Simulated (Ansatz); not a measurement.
## A computed series for hypothetical I4_132 As: pressure series

Start from As (space group I4_132, No. 214; a = 6.994 Å; a hypothetical phase, not in the database extracts checked).

Cell and atoms are relaxed at each pressure.

Levels (all Ansatz, a program for electronic structure, PAW): PBE (420 eV, no spin-orbit coupling); PBEsol (420 eV, no spin-orbit coupling).

The base cell above is that of PBE; each level relaxes its own structures.

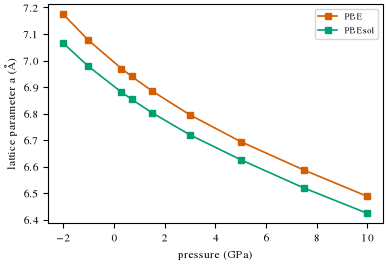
Lattice parameter a under two levels

**Question.** How do the two levels compare along the series?

**Answer.** PBE lies above PBEsol in every row, by 0.064 Å to 0.109 Å. They put the cases in the same order.

Load acts through the strain it causes; cell and atoms are relaxed under it. Stability against distortions was not tested. Competing high-pressure phases were not computed.
